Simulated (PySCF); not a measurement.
**C₆H₁₁ClOSi₂: density, localisation and related maps**

Input file:

```
{"job": {"kind": "nmr", "xc": "PBE0", "basis": "pcSseg-1"}, "charge": 0, "multiplicity": 1}
C      3.483139     0.342094    -0.914500
C      2.669843     0.112266    -0.067499
C      1.666977    -0.161167     0.944362
C      0.928356    -1.465701     0.605347
C      0.079943    -1.236105    -0.650134
Si    -0.543646     0.551014    -0.453322
Cl    -0.344472     1.681327    -2.110761
O     -2.082701     0.652721     0.035059
Si    -3.707187     0.672179    -0.088264
C      0.631615     0.977674     0.977968
H      4.203415     0.542533    -1.650147
H      2.174109    -0.253798     1.912199
H      1.638139    -2.283050     0.463863
H      0.276506    -1.719286     1.444039
H     -0.705553    -1.985793    -0.724333
H      0.709172    -1.336156    -1.534457
H     -4.064955     1.494239    -1.240189
H     -4.130162     1.247607     1.184351
H     -4.122846    -0.718824    -0.260890
H      1.128390     1.942809     0.897854
H      0.102996     0.960359     1.931349
```

Run with:

```sh
OMP_NUM_THREADS=1 python probes_run.py task.json out
```

Geometry: GFN2-xTB.

Method: PBE0/pcSseg-1, SCF density, gas phase, non-relativistic in PySCF.

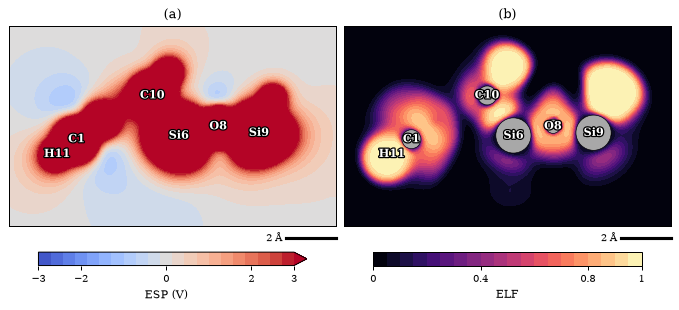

Figure 1. (a) electrostatic potential; (b) electron localisation function on the plane of atoms O8, Si6 and C10. Grey discs cover the atomic cores in the ELF map.

> Describe what can be read from this map.

- The section cuts through C, Si, O and H sites.
- Si–O (1.62 Å): the ELF peaks at about 0.85 between the atoms (a short, strongly polar bond).
- C–Si (1.90 Å): the ELF peaks at about 0.95 between the atoms: a covalent bond.
- C–H (1.05 Å): the ELF climbs to about 1 towards the hydrogen, as it does in any bond to H (a covalent bond by its length).
- The ELF also peaks beside O8, away from the bonds: lone-pair regions.
- Outside the dense part of the molecule the potential is most negative (−1.0 V) near C1.

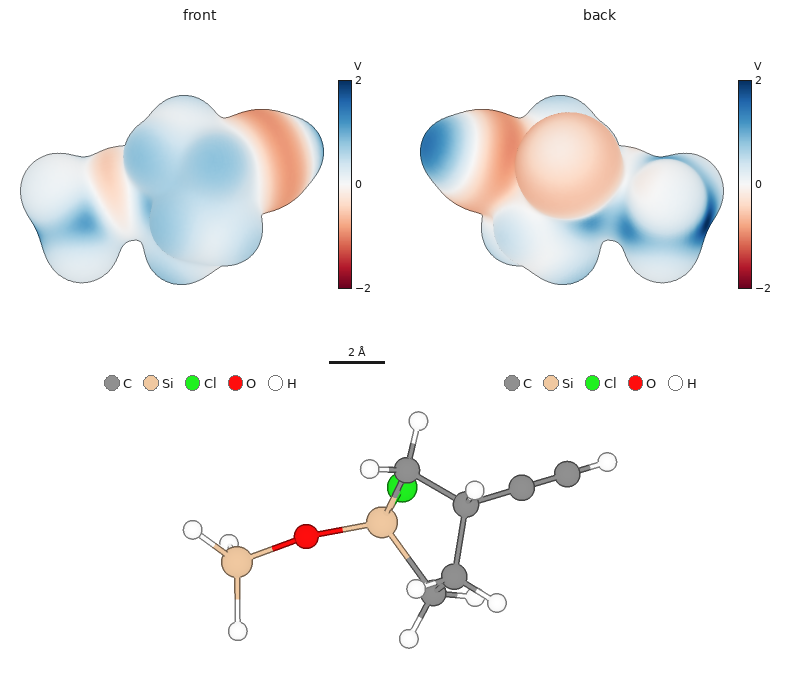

Figure 2. The molecular electrostatic potential painted on the density surface at 0.002 e/bohr³, seen from the front and from behind; the colour scale runs from red (negative) to blue (positive). The bare structure is drawn below in the same view.

> Where is the surface potential most negative and most positive?

The most negative region (about −0.9 V) lies over C1, C2 and Cl7, the most positive (about +1.7 V) over Si9.

> How polar is the molecule by this calculation?

Its dipole moment is 1.80 D.
